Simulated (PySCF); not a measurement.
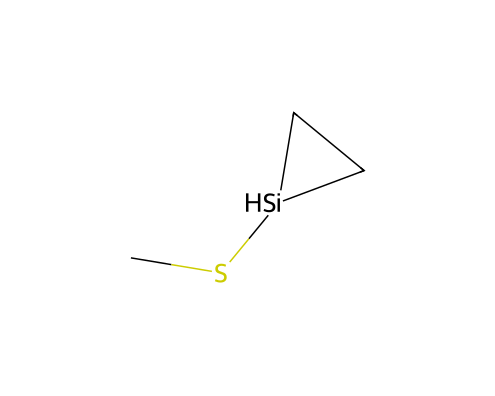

The geometry was computed by an optimisation with GFN2-xTB. No frequency run is at hand to confirm it as a minimum. Method: PBE0/def2-SVPD, gas phase (PySCF 2.14.0). Excitations: vertical, linear response.

Computed properties:

The species is C₃H₈SSi (`CS[SiH]1CC1`).
- dipole moment: 1.47 D
- HOMO energy (Kohn–Sham orbital): −6.63 eV
- LUMO energy (Kohn–Sham orbital): −0.10 eV
- HOMO–LUMO gap: 6.53 eV
- mean static polarisability: 85.2 bohr³
- lowest vertical singlet excitation: 5.30 eV
- its oscillator strength: 0.028
- brightest of the 6 lowest singlets: 6.05 eV
- its oscillator strength: 0.08

The geometry is semi-empirical. Around Si such bond lengths and angles can be off by a tenth of an ångström or more and by several degrees, and values that hang on the shape move with them.
